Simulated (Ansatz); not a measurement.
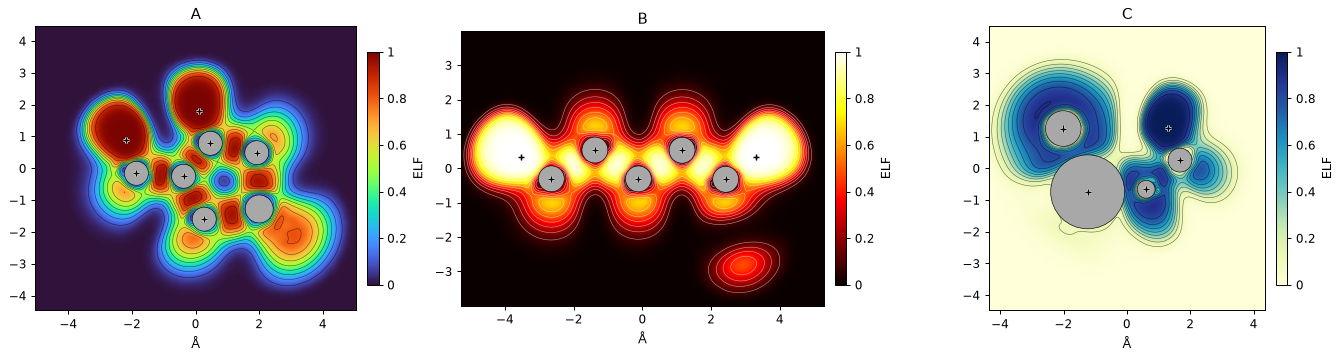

The ELF of 3 systems, each on a plane through atoms (crosses mark nuclei in the plane; grey discs cover the cores).

Level of theory: Ansatz 0.2.0, RKS PBE0-D4/def2-TZVPP.

System 1: C₅H₈O₂S (SMILES CC1=CCS(=O)(=O)C1), the plane of atoms C2, C1 and H11. Geometry: PBE0-D4/def2-TZVP.

```yaml
atoms:
  - { symbol: C, position_ang: [2.1999, 0.2655, 0.3376] }
  - { symbol: C, position_ang: [0.7564, -0.0058, 0.1054] }
  - { symbol: C, position_ang: [0.2661, -0.9727, -0.6700] }
  - { symbol: C, position_ang: [-1.2152, -1.0818, -0.7834] }
  - { symbol: S, position_ang: [-1.8142, 0.4449, -0.0409] }
  - { symbol: O, position_ang: [-2.0407, 1.4022, -1.0883] }
  - { symbol: O, position_ang: [-2.8434, 0.1738, 0.9236] }
  - { symbol: C, position_ang: [-0.2660, 0.8575, 0.7758] }
  - { symbol: H, position_ang: [2.4629, 1.2750, 0.0066] }
  - { symbol: H, position_ang: [2.4437, 0.2081, 1.4031] }
  - { symbol: H, position_ang: [2.8274, -0.4478, -0.1983] }
  - { symbol: H, position_ang: [0.9063, -1.6601, -1.2122] }
  - { symbol: H, position_ang: [-1.5817, -1.1107, -1.8118] }
  - { symbol: H, position_ang: [-1.6383, -1.9212, -0.2260] }
  - { symbol: H, position_ang: [-0.0931, 1.9270, 0.6357] }
  - { symbol: H, position_ang: [-0.3701, 0.6463, 1.8431] }
```

System 2: CH₄O₃SW, the plane of atoms O2, W3 and S6. Geometry: PBE0-D4/def2-TZVP; core potentials replace the inner electrons of W.

```xyz
10

C    -0.2135   -1.4028    1.2724
O     0.1099   -0.7549    0.0635
W    -0.1351    0.8376   -0.8385
O    -0.9877    0.5294   -2.2772
O     1.5271    1.6226   -1.2347
S    -1.2843    2.1521    0.3984
H     0.7003   -1.8199    1.7001
H    -0.9174   -2.2120    1.0672
H    -0.6597   -0.6957    1.9757
H     1.8603    1.7438   -2.1270
```

System 3: C₆H₁₂O (SMILES CCCCCC=O), the plane of atoms C1, C2 and C3. Geometry: PBE0-D4/def2-TZVP.

```xyz
19

C     2.6933   -0.7840   -0.4553
C     1.2096   -1.0701   -0.6066
C     0.3363   -0.0953    0.1650
C    -1.1497   -0.3802    0.0208
C    -2.0237    0.5953    0.8030
C    -1.9401    1.9860    0.2506
O    -1.7273    2.9778    0.8913
H     2.9396    0.2187   -0.8154
H     3.0003   -0.8408    0.5927
H     3.2993   -1.4973   -1.0182
H     0.9342   -1.0386   -1.6672
H     0.9942   -2.0907   -0.2691
H     0.5519    0.9273   -0.1696
H     0.6079   -0.1225    1.2274
H    -1.4286   -0.3471   -1.0398
H    -1.3635   -1.3996    0.3567
H    -1.7614    0.6200    1.8633
H    -3.0749    0.2888    0.7221
H    -2.0975    2.0522   -0.8517
```

> Match each panel to its system.

Panel A is system 1, C₅H₈O₂S: the plane holds C and H. C–C (1.33 Å): the ELF peaks at about 0.90 between the atoms (a multiple bond). Panel B is system 3, C₆H₁₂O: the plane holds C and H. C–C (1.52 Å): the ELF peaks at about 0.95 between the atoms (a covalent bond). Panel C is system 2, CH₄O₃SW: the plane holds C, O, W, S and H. C–O (1.41 Å): the ELF peaks at about 0.90 between the atoms (a polar covalent bond).
